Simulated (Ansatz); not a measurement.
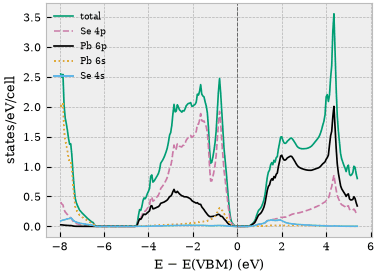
Total and projected density of states of PbSe (rock salt, Fm-3m), plane-wave PAW PBE (Ansatz code)

Q: Which orbitals carry the states next to the gap?

A: Top 1 eV of the valence band: Se 4p 74 %, Pb 6s 14 %, Pb 6p 9 %. Bottom 1 eV of the conduction band: Pb 6p 72 %, Se 4s 12 %, Se 4p 11 %. Projections are on Löwdin-orthogonalised atomic valence shells; empty p or d shells of many metals are not among them.

The cell was relaxed with PBE under the symmetry of its start. Scalar-relativistic: spin–orbit coupling is off unless named, which matters more the heavier the elements.

Potentials: the later of the program's two PAW sets.
